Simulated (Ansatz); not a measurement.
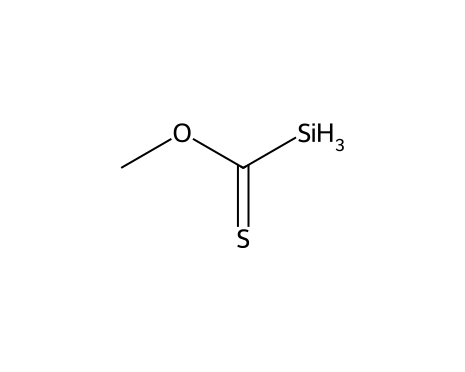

Computed geometry: PBE-D4/def2-SVP optimisation. No frequency run is at hand to confirm it as a minimum. Method: RKS PBE-D4/def2-SVP (Ansatz 0.2.0).

Computed properties:

The species is C₂H₆OSSi (`COC([SiH3])=S`).
- dipole moment: 3.47 D
- dispersion correction: −25.5 kJ/mol
